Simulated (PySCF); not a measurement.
```xyz
2

Ge    0.0000    0.0000   -0.2585
B     0.0000    0.0000    1.7355
```

These are results of PBE0/aug-cc-pVDZ(-PP), non-relativistic Hamiltonian with scalar-relativistic core potentials where named, at a bond length of 1.994 Å in PySCF, not measurements.

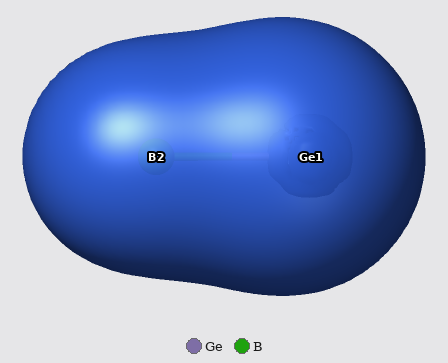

GeB (quartet). Isosurfaces of the spin density (α minus β) at +0.02 (blue) and −0.02 e/Å³ (red), seen from one side.

Where is the unpaired spin?

The unpaired spin (3 electrons) lies mostly on B2 (about 1.6) and Ge1 (about 1.4), in electrons by Hirshfeld's partition. Only one sign reaches the isovalue.
